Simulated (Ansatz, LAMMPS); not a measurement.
# Glassy B2O3 (130 atoms) under strain

How stiff is glassy B2O3 (130 atoms), and how do its levels respond to strain?

Method: Kohn-Sham DFT, r2SCAN, PAW (set soft_2), plane waves, in Ansatz 0.2.0.

## (1) The structure

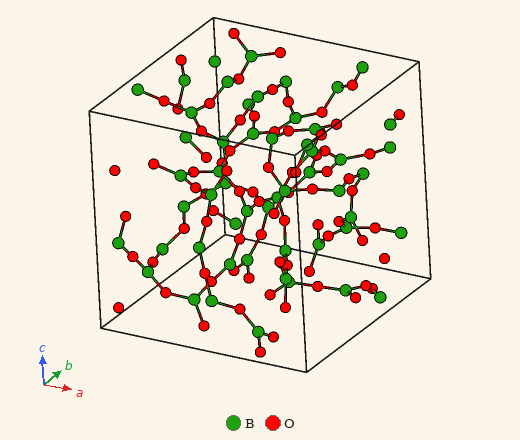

The starting structure, seen from a free direction (boron green, oxygen red). Bonds to atoms that aren't drawn are left out. Some periodic images of atoms are drawn too.

The cell holds 130 atoms: 52 B and 78 O. Cell: a = 11.435 Å, b = 11.435 Å, c = 11.435 Å, α = 90.0°, β = 90.0°, γ = 90.0°. 130 atoms (52 B, 78 O) placed at random at 1.93 g/cm³, melted at 3000 K for 20 ps at fixed volume with the Buckingham and Coulomb pair potential of Guillot and Sator (Geochim. Cosmochim. Acta 71, 1249 (2007)) with the boron terms of Wang et al. (J. Non-Cryst. Solids 498, 294 (2018)). Quenched from 3000 K to 300 K at 20 K/ps and fixed volume, held 10 ps at zero pressure.

What the set-up can't give: The quench rate of 20 K/ps far exceeds what a furnace or splat quench reaches, so expect more defects and frozen-in strain than in a real sample. The network of bonds at the start is that of the classical potential that made the cell, and needn't be the one that DFT or experiment would give. Only the Γ point is sampled.

## (2) Single point at the start

A single point comes first, to see the forces before anything moves.

File input.yaml:

```yaml
crystal:
  lattice:
    - [11.43473, 0.0, 0.0]
    - [0.0, 11.43473, 0.0]
    - [0.0, 0.0, 11.43473]
  atoms:
    - { symbol: B, position: [0.53157, 0.69807, 0.9428] }
    - { symbol: B, position: [0.41129, 0.26164, 0.58626] }
    - { symbol: B, position: [0.25368, 0.58442, 0.52207] }
    - { symbol: B, position: [0.73033, 0.25483, 0.9131] }
    - { symbol: B, position: [0.14759, 0.15471, 0.22278] }
    - { symbol: B, position: [0.92768, 0.71579, 0.02254] }
    - { symbol: B, position: [0.8754, 0.60417, 0.4288] }
    - { symbol: B, position: [0.73578, 0.30276, 0.37642] }
    - { symbol: B, position: [0.61278, 0.9693, 0.81737] }
    - { symbol: B, position: [0.29434, 0.79631, 0.61311] }
    - { symbol: B, position: [0.80573, 0.47371, 0.87691] }
    - { symbol: B, position: [0.39316, 0.40672, 0.19874] }
    - { symbol: B, position: [0.07799, 0.38628, 0.21321] }
    - { symbol: B, position: [0.6718, 0.41565, 0.17052] }
    - { symbol: B, position: [0.86299, 0.09427, 0.36326] }
    - { symbol: B, position: [0.52931, 0.03542, 0.21778] }
    - { symbol: B, position: [0.00802, 0.37137, 0.94091] }
    - { symbol: B, position: [0.43708, 0.04875, 0.94767] }
    - { symbol: B, position: [0.00376, 0.98661, 0.8044] }
    - { symbol: B, position: [0.14312, 0.80065, 0.35249] }
    - { symbol: B, position: [0.97275, 0.14366, 0.98168] }
    - { symbol: B, position: [0.91886, 0.91823, 0.23024] }
    - { symbol: B, position: [0.57325, 0.81924, 0.15] }
    - { symbol: B, position: [0.19616, 0.37269, 0.58238] }
    - { symbol: B, position: [0.45348, 0.08024, 0.42905] }
    - { symbol: B, position: [0.71159, 0.09662, 0.08614] }
    - { symbol: B, position: [0.10164, 0.01017, 0.40868] }
    - { symbol: B, position: [0.07556, 0.96671, 0.08021] }
    - { symbol: B, position: [0.36462, 0.7729, 0.29825] }
    - { symbol: B, position: [0.26062, 0.67339, 0.89793] }
    - { symbol: B, position: [0.07823, 0.56942, 0.33079] }
    - { symbol: B, position: [0.63415, 0.42428, 0.54829] }
    [... 92 atom lines left out ...]
    - { symbol: O, position: [0.099, 0.32128, 0.63843] }
    - { symbol: O, position: [0.76868, 0.56968, 0.81298] }
    - { symbol: O, position: [0.01343, 0.89694, 0.15765] }
    - { symbol: O, position: [0.96886, 0.26192, 0.97454] }
    - { symbol: O, position: [0.09543, 0.02282, 0.73624] }
    - { symbol: O, position: [0.81487, 0.87275, 0.59238] }
kpoints:
  mp_grid: { grid: [1, 1, 1] }
hamiltonian:
  xc: r2scan
scf:
  occupations: { method: fixed }
output:
  forces: true
```

Launch:

```sh
ansatz run input.yaml --threads 4 --pin off --max-ram 8192MiB --backend cpu --events-out ev --progress --plain --runs-dir out
```

Numbers of over 12 decimals in the logs are rounded to 6 here.

The program printed:

```text
[...]
Pseudopotentials: kind: paw
Pseudopotential: B, paw, valence charge 3, recommended cutoff 500 eV (meta_gga), B.paw.azcp
Pseudopotential: O, paw, valence charge 6, recommended cutoff 500 eV (meta_gga), O.paw.azcp
[... 6 lines on functional and potentials left out ...]
Crystal: 130 atoms, lattice volume = 1495.126 Å³
Basis set: ecut = 500 eV, 37993 PW (Γ), exchange–correlation on 360×360×360 points (64 copies of the dense FFT grid, shifted against one another)
Bands: 442, of which v1, the nominal top of the filled ones, is band 312 counted from 1 (311 counted from 0)
Symmetry: 1 space group operations
Space group: P1 (ITA 1), of the structure as read, at distance tolerance 1.1e-4 Å
k-points: 1
[... 7 lines on functional and potentials left out ...]
Initial density: superposition of atomic densities (neutral atoms: chi_scale 0, normalization atom), corrected by the library's trained network
Initial wavefunctions: pseudopotential atomic-orbital guess
[...]
SCF iter   1: F=—  HF=-52587.002203 eV  |F-HF|=—  |Δ(HF+E_count)|=         —  Δρ=9.02e-3  dr2=1.08e0  dr2_τ=1.34e1  ethr=1.77e-3  ⟨swp⟩=6.0  Hψ=1427  notcnv=0  defer=128
preconditioner: auto → Resta (q_TF=auto, 2.359 Å⁻¹)  ε∞=2.8  [insulator: Δε(μ)=5.754 eV  Ē_g=18.042 eV  n_scr=340 (ndim 8)  ℏωp=24.0 eV  f_vac=0.181  ε∞_Penn≈2.8]
SCF iter   2: F=—  HF=-52591.031815 eV  |F-HF|=—  |Δ(HF+E_count)|=    4.03e0  Δρ=5.22e-3  dr2=2.54e-1  dr2_τ=2.28e-2  ethr=1.73e-4  ⟨swp⟩=3.0  Hψ=767  notcnv=0  defer=128
SCF iter   3: F=—  HF=-52591.003870 eV  |F-HF|=—  |Δ(HF+E_count)|=   2.79e-2  Δρ=1.06e-3  dr2=1.47e-2  dr2_τ=3.67e-3  ethr=4.07e-5  ⟨swp⟩=4.0  Hψ=528  notcnv=0  defer=94
automatic band count: iteration 3 solves 408 bands in place of 442: the levels show a gap, and the empty bands left out lie too high to hold charge; the band table lists the bands solved (type scf.n_extra_bands for more)
SCF iter   4: F=—  HF=-52591.005076 eV  |F-HF|=—  |Δ(HF+E_count)|=   1.21e-3  Δρ=2.85e-4  dr2=7.99e-4  dr2_τ=1.34e-4  ethr=2.35e-6  ⟨swp⟩=3.0  Hψ=631  notcnv=0  defer=94
SCF iter   5: F=—  HF=-52591.005391 eV  |F-HF|=—  |Δ(HF+E_count)|=   3.15e-4  Δρ=1.30e-4  dr2=2.15e-4  dr2_τ=2.61e-5  ethr=1.28e-7  ⟨swp⟩=2.0  Hψ=628  notcnv=0  defer=94
SCF iter   6: F=—  HF=-52591.005476 eV  |F-HF|=—  |Δ(HF+E_count)|=   8.50e-5  Δρ=3.86e-5  dr2=2.53e-5  dr2_τ=1.80e-6  ethr=3.45e-8  ⟨swp⟩=2.0  Hψ=572  notcnv=0  defer=94
SCF iter   7: F=—  HF=-52591.009445 eV  |F-HF|=—  |Δ(HF+E_count)|=   3.97e-3  Δρ=1.35e-5  dr2=2.60e-6  dr2_τ=2.06e-7  ethr=4.06e-9  ⟨swp⟩=2.0  Hψ=719  notcnv=0  defer=94
SCF iter   8: F=—  HF=-52591.009447 eV  |F-HF|=—  |Δ(HF+E_count)|=   1.85e-6  Δρ=7.26e-6  dr2=6.49e-7  dr2_τ=5.98e-8  ethr=4.16e-10  ⟨swp⟩=2.0  Hψ=625  notcnv=0  defer=94
SCF iter   9: F=-52591.009447 eV  HF=-52591.009447 eV  |F-HF|=5.41e-8  |Δ(HF+E_count)|=   1.26e-7  Δρ=1.42e-6  dr2=3.22e-8  dr2_τ=2.60e-9  ethr=1.60e-11  ⟨swp⟩=3.0  Hψ=1383  notcnv=0
SCF 1 converged in 9 iterations: F = -52591.009447 eV  dr2 = 3.22e-8
[...]
SCF converged after 9 iterations
Free energy (F): -52591.009447 eV
Harris-Foulkes:  -52591.009447 eV  (|F-HF|=5.41e-8)
Internal energy: -52591.009447 eV  (E = F + TS)
E sigma→0 (E₀):  -52591.009447 eV
Fermi energy:    1.044944 eV
--- Per-component energies (eV) ---
[...]
Σ components = -52591.009447   (vs F -52591.009447, Δ=0.00e0)
--- Forces (eV/Å), atoms counted from 1 ---
  atom   1  B      0.65306654    -0.70973788     0.59805383
  atom   2  B     -1.83944342     0.12780349     0.80231812
  atom   3  B      2.62128196    -0.05329666     0.35754387
  atom   4  B      1.65976765    -0.63524760    -0.87830567
[...]
atom 130  O     -1.42325559    -0.51507060    -0.36470798
  max |Σ_I F_I| component: 1.47e-4 eV/Å
```

Run time: 21 s. Hardware: 4 threads of AMD EPYC 9R45, shared host; peak memory 4.3 GiB; 80 s of CPU time.

The r.m.s. force at the start is 0.87 eV/Å.

## (3) Cell and atoms relaxed

The cell is relaxed with the atoms, since the starting lattice needn't suit this functional.

File input.yaml:

```yaml
crystal:
  lattice:
    - [11.43473, 0.0, 0.0]
    - [0.0, 11.43473, 0.0]
    - [0.0, 0.0, 11.43473]
  atoms:
    [... the 130 atom lines of step 2 ...]
kpoints:
  mp_grid: { grid: [1, 1, 1] }
hamiltonian:
  xc: r2scan
scf:
  occupations: { method: fixed }
output:
  forces: true
relax:
  f_tol: 0.05
  max_steps: 150
  cell: {}
```

The program printed:

```text
[...]
Crystal: 130 atoms, lattice volume = 1495.126 Å³
Basis set: ecut = 500 eV, 37993 PW (Γ), exchange–correlation on 360×360×360 points (64 copies of the dense FFT grid, shifted against one another)
Bands: 442, of which v1, the nominal top of the filled ones, is band 312 counted from 1 (311 counted from 0)
Symmetry: 1 space group operations
[...]
k-points: 1
[...]
SCF iter   1: F=—  HF=-52587.002200 eV  |F-HF|=—  |Δ(HF+E_count)|=         —  Δρ=9.02e-3  dr2=1.08e0  dr2_τ=1.34e1  ethr=1.77e-3  ⟨swp⟩=6.0  Hψ=1427  notcnv=0  defer=128
[...]
SCF iter   9: F=-52591.009447 eV  HF=-52591.009447 eV  |F-HF|=5.41e-8  |Δ(HF+E_count)|=   1.26e-7  Δρ=1.43e-6  dr2=3.22e-8  dr2_τ=2.60e-9  ethr=1.60e-11  ⟨swp⟩=3.0  Hψ=1383  notcnv=0
SCF 1 converged in 9 iterations: F = -52591.009447 eV  dr2 = 3.22e-8
[...]
relax step   1: F+E_penalty+E_count = -52591.00944687 eV  Δ(F+E_penalty+E_count) = +0.000e0 eV  max|allowed force component| = 3.595e0 eV/Å  Δτ_max = 0.0000 Å  P = -13.971 GPa  Ω = 1495.126 Å³  (9 SCF iters, dr2 threshold 1.00e-7 eV, accepted)
[... from here on, the SCF cycles and remarks between the steps are left out ...]
relax step   2: F+E_penalty+E_count = -52601.34696867 eV  Δ(F+E_penalty+E_count) = -1.034e1 eV  max|allowed force component| = 1.767e0 eV/Å  Δτ_max = 0.1945 Å  P = -5.928 GPa  Ω = 1435.383 Å³  energy of the carried Pulay correction = +2.569e-2 eV  (7 SCF iters, dr2 threshold 1.30e-5 eV, accepted)
relax step   3: F+E_penalty+E_count = -52604.51600216 eV  Δ(F+E_penalty+E_count) = -3.169e0 eV  max|allowed force component| = 8.051e-1 eV/Å  Δτ_max = 0.1921 Å  P = +1.348 GPa  Ω = 1392.065 Å³  energy of the carried Pulay correction = +4.498e-2 eV  (8 SCF iters, dr2 threshold 1.30e-5 eV, accepted)
relax step   4: F+E_penalty+E_count = -52605.75910905 eV  Δ(F+E_penalty+E_count) = -1.243e0 eV  max|allowed force component| = 5.476e-1 eV/Å  Δτ_max = 0.2000 Å  P = +0.615 GPa  Ω = 1409.467 Å³  energy of the carried Pulay correction = +3.716e-2 eV  (7 SCF iters, dr2 threshold 1.30e-5 eV, accepted)
relax step   5: F+E_penalty+E_count = -52606.69035802 eV  Δ(F+E_penalty+E_count) = -9.312e-1 eV  max|allowed force component| = 3.032e-1 eV/Å  Δτ_max = 0.2000 Å  P = +0.037 GPa  Ω = 1418.451 Å³  energy of the carried Pulay correction = +3.316e-2 eV  (7 SCF iters, dr2 threshold 1.30e-5 eV, accepted)
relax step   6: F+E_penalty+E_count = -52607.36364813 eV  Δ(F+E_penalty+E_count) = -6.733e-1 eV  max|allowed force component| = 3.123e-1 eV/Å  Δτ_max = 0.2000 Å  P = -0.378 GPa  Ω = 1419.948 Å³  energy of the carried Pulay correction = +3.250e-2 eV  (8 SCF iters, dr2 threshold 5.75e-6 eV, accepted)
relax step   7: F+E_penalty+E_count = -52607.84601633 eV  Δ(F+E_penalty+E_count) = -4.824e-1 eV  max|allowed force component| = 3.515e-1 eV/Å  Δτ_max = 0.2000 Å  P = -0.446 GPa  Ω = 1418.870 Å³  energy of the carried Pulay correction = +3.297e-2 eV  (8 SCF iters, dr2 threshold 6.10e-6 eV, accepted)
relax step   8: F+E_penalty+E_count = -52608.26991626 eV  Δ(F+E_penalty+E_count) = -4.239e-1 eV  max|allowed force component| = 7.591e-1 eV/Å  Δτ_max = 0.1949 Å  P = -0.437 GPa  Ω = 1414.502 Å³  energy of the carried Pulay correction = +3.491e-2 eV  (7 SCF iters, dr2 threshold 7.72e-6 eV, accepted)
relax step   9: F+E_penalty+E_count = -52608.65355106 eV  Δ(F+E_penalty+E_count) = -3.836e-1 eV  max|allowed force component| = 4.550e-1 eV/Å  Δτ_max = 0.2000 Å  P = -0.214 GPa  Ω = 1408.429 Å³  energy of the carried Pulay correction = +3.762e-2 eV  (7 SCF iters, dr2 threshold 1.30e-5 eV, accepted)
relax step  10: F+E_penalty+E_count = -52608.95011260 eV  Δ(F+E_penalty+E_count) = -2.966e-1 eV  max|allowed force component| = 8.958e-2 eV/Å  Δτ_max = 0.2000 Å  P = -0.039 GPa  Ω = 1405.246 Å³  energy of the carried Pulay correction = +3.905e-2 eV  (7 SCF iters, dr2 threshold 1.29e-5 eV, accepted)
relax step  11: F+E_penalty+E_count = -52609.08637091 eV  Δ(F+E_penalty+E_count) = -1.363e-1 eV  max|allowed force component| = 1.062e-1 eV/Å  Δτ_max = 0.2000 Å  P = +0.000 GPa  Ω = 1405.978 Å³  energy of the carried Pulay correction = +3.872e-2 eV  (9 SCF iters, dr2 threshold 5.02e-7 eV, accepted)
relax step  12: F+E_penalty+E_count = -52609.04241542 eV  Δ(F+E_penalty+E_count) = +4.396e-2 eV  max|allowed force component| = 8.844e-1 eV/Å  Δτ_max = 0.1512 Å  P = -0.291 GPa  Ω = 1407.864 Å³  energy of the carried Pulay correction = +3.788e-2 eV  (9 SCF iters, dr2 threshold 7.05e-7 eV, rejected (line search))
relax step  13: F+E_penalty+E_count = -52609.11442010 eV  Δ(F+E_penalty+E_count) = -2.805e-2 eV  max|allowed force component| = 4.711e-2 eV/Å  Δτ_max = 0.0756 Å  P = -0.019 GPa  Ω = 1407.559 Å³  energy of the carried Pulay correction = +3.801e-2 eV  (11 SCF iters, accepted)
relax step  14: F+E_penalty+E_count = -52609.12805747 eV  Δ(F+E_penalty+E_count) = -1.364e-2 eV  max|allowed force component| = 1.440e-1 eV/Å  Δτ_max = 0.0976 Å  P = -0.069 GPa  Ω = 1408.064 Å³  energy of the carried Pulay correction = +3.779e-2 eV  (11 SCF iters, accepted)
[...]
relax step  19: F+E_penalty+E_count = -52609.15534116 eV  Δ(F+E_penalty+E_count) = -4.102e-3 eV  max|allowed force component| = 6.153e-2 eV/Å  Δτ_max = 0.0135 Å  P = +0.019 GPa  Ω = 1412.099 Å³  energy of the carried Pulay correction = +3.599e-2 eV  (6 SCF iters, dr2 threshold 7.27e-7 eV, accepted)
relax step  20: F+E_penalty+E_count = -52609.16133708 eV  Δ(F+E_penalty+E_count) = -5.996e-3 eV  max|allowed force component| = 1.226e-1 eV/Å  Δτ_max = 0.2000 Å  P = -0.021 GPa  Ω = 1416.379 Å³  energy of the carried Pulay correction = +3.408e-2 eV  (9 SCF iters, dr2 threshold 2.37e-7 eV, accepted)
relax step  21: F+E_penalty+E_count = -52609.17127153 eV  Δ(F+E_penalty+E_count) = -9.934e-3 eV  max|allowed force component| = 1.162e-1 eV/Å  Δτ_max = 0.0551 Å  P = -0.132 GPa  Ω = 1416.479 Å³  energy of the carried Pulay correction = +3.404e-2 eV  (7 SCF iters, dr2 threshold 9.39e-7 eV, accepted)
relax step  22: F+E_penalty+E_count = -52609.16037016 eV  Δ(F+E_penalty+E_count) = +1.090e-2 eV  max|allowed force component| = 2.541e-1 eV/Å  Δτ_max = 0.0826 Å  P = +0.297 GPa  Ω = 1413.652 Å³  energy of the carried Pulay correction = +3.529e-2 eV  (8 SCF iters, dr2 threshold 8.44e-7 eV, rejected (line search))
relax step  23: F+E_penalty+E_count = -52609.18450017 eV  Δ(F+E_penalty+E_count) = -1.323e-2 eV  max|allowed force component| = 3.827e-2 eV/Å  Δτ_max = 0.0413 Å  P = -0.050 GPa  Ω = 1416.611 Å³  energy of the carried Pulay correction = +3.398e-2 eV  (11 SCF iters, accepted)
relax step  24: F+E_penalty+E_count = -52609.19595053 eV  Δ(F+E_penalty+E_count) = -1.145e-2 eV  max|allowed force component| = 1.161e-1 eV/Å  Δτ_max = 0.0976 Å  P = -0.121 GPa  Ω = 1417.317 Å³  energy of the carried Pulay correction = +3.366e-2 eV  (10 SCF iters, dr2 threshold 1.01e-8 eV, accepted)
relax step  25: F+E_penalty+E_count = -52609.19620227 eV  Δ(F+E_penalty+E_count) = -2.517e-4 eV  max|allowed force component| = 2.269e-1 eV/Å  Δτ_max = 0.1464 Å  P = -0.076 GPa  Ω = 1417.055 Å³  energy of the carried Pulay correction = +3.378e-2 eV  (8 SCF iters, dr2 threshold 8.43e-7 eV, accepted)
relax step  26: F+E_penalty+E_count = -52609.21075937 eV  Δ(F+E_penalty+E_count) = -1.456e-2 eV  max|allowed force component| = 8.284e-2 eV/Å  Δτ_max = 0.0254 Å  P = +0.008 GPa  Ω = 1416.691 Å³  energy of the carried Pulay correction = +3.394e-2 eV  (6 SCF iters, dr2 threshold 3.22e-6 eV, accepted)
relax step  27: F+E_penalty+E_count = -52609.21025734 eV  Δ(F+E_penalty+E_count) = +5.020e-4 eV  max|allowed force component| = 9.753e-2 eV/Å  Δτ_max = 0.1937 Å  P = -0.005 GPa  Ω = 1417.742 Å³  energy of the carried Pulay correction = +3.347e-2 eV  (9 SCF iters, dr2 threshold 4.29e-7 eV, rejected (line search))
relax step  28: F+E_penalty+E_count = -52609.22397917 eV  Δ(F+E_penalty+E_count) = -1.322e-2 eV  max|allowed force component| = 7.766e-2 eV/Å  Δτ_max = 0.0935 Å  P = +0.000 GPa  Ω = 1417.711 Å³  energy of the carried Pulay correction = +3.349e-2 eV  (10 SCF iters, accepted)
relax step  29: F+E_penalty+E_count = -52609.22310658 eV  Δ(F+E_penalty+E_count) = +8.726e-4 eV  max|allowed force component| = 1.480e-1 eV/Å  Δτ_max = 0.0588 Å  P = -0.044 GPa  Ω = 1417.880 Å³  energy of the carried Pulay correction = +3.341e-2 eV  (8 SCF iters, dr2 threshold 3.77e-7 eV, rejected (line search))
relax step  30: F+E_penalty+E_count = -52609.22758713 eV  Δ(F+E_penalty+E_count) = -3.608e-3 eV  max|allowed force component| = 6.698e-2 eV/Å  Δτ_max = 0.0273 Å  P = +0.017 GPa  Ω = 1417.934 Å³  energy of the carried Pulay correction = +3.339e-2 eV  (10 SCF iters, accepted)
relax step  31: F+E_penalty+E_count = -52609.23231722 eV  Δ(F+E_penalty+E_count) = -4.730e-3 eV  max|allowed force component| = 2.486e-2 eV/Å  Δτ_max = 0.0500 Å  P = -0.014 GPa  Ω = 1419.050 Å³  energy of the carried Pulay correction = +3.289e-2 eV  (8 SCF iters, dr2 threshold 2.80e-7 eV, accepted)
relax step  32: F+E_penalty+E_count = -52609.18427020 eV  Δ(F+E_penalty+E_count) = +4.805e-2 eV  max|allowed force component| = 2.459e-2 eV/Å  Δτ_max = 0.0000 Å  P = +0.024 GPa  Ω = 1419.050 Å³  stress off target by 3.95e-2 GPa  SCF on the basis re-selected at this cell (its energy is not comparable with the rows above)  (7 SCF iters)
basis re-selected at this cell: Δ(F+E_penalty+E_count) = +4.805e-2 eV, ΔP = +0.039 GPa vs the last step (what re-selecting the basis moved, of the pressure what is left beyond the Pulay correction that the steps carried, after the strain that the cell walked since its last selection, [...]
SCF converged after 7 iterations
Free energy (F): -52609.184270 eV
[...]
Internal energy: -52609.184270 eV  (E = F + TS)
E sigma→0 (E₀):  -52609.184270 eV
Fermi energy:    0.995433 eV
[...]
Σ components = -52609.184270   (vs F -52609.184270, Δ=0.00e0)
--- Forces (eV/Å), atoms counted from 1 ---
  atom   1  B      0.00095227    -0.00127152     0.00028372
  atom   2  B     -0.00458917     0.00726958     0.00588205
  atom   3  B      0.00615692     0.01044288    -0.00521156
  atom   4  B      0.00729174    -0.00073351    -0.00736287
[...]
atom 130  O     -0.00483071    -0.00147297     0.00288684
  max |Σ_I F_I| component: 6.75e-5 eV/Å
--- Stress (GPa, compression-positive) ---
        0.027870      -0.000463      -0.007944
       -0.000454       0.014220      -0.009027
       -0.007954      -0.009018       0.031027
  P = ⅓ Tr σ = 0.0244 GPa (0.244 kbar)
--- Relaxed structure (31 steps of the walk, 26 accepted, 1 SCFs on fresh bases) ---
  F+E_penalty+E_count = -52609.18427020 eV   max|allowed force component| = 2.459e-2 eV/Å   (the final SCF, on the basis selected at the relaxed cell)
  cell:  # Å, volume = 1419.0499 Å³
    - [12.090322, 0.291675, -0.115305]
    - [0.291675, 10.709313, -0.097393]
    - [-0.115305, -0.097393, 10.968829]
  atoms:
    - { symbol: B, position: [0.520670, 0.693059, 0.989600] }
    - { symbol: B, position: [0.411506, 0.257305, 0.623223] }
    - { symbol: B, position: [0.279866, 0.528730, 0.553803] }
    - { symbol: B, position: [0.763435, 0.242545, 0.870308] }
[...]
- { symbol: O, position: [0.783042, 0.890799, 0.615205] }
```

It took 11 min on 4 threads; peak memory 4.2 GiB.

The relaxation converged after 31 steps, with a largest force component of 0.025 eV/Å.

(Continued in part 2 of 4.)

[Logs are printed without paths, hosts, clocks, repeated set-up lines and the standing remarks that a program may print on its own settings, such as how far it seeks lower states.]

[Hosts, paths, dates, database ids (printed as entryN), source tags and the programs' standing remarks are cut or masked in the printed files.]
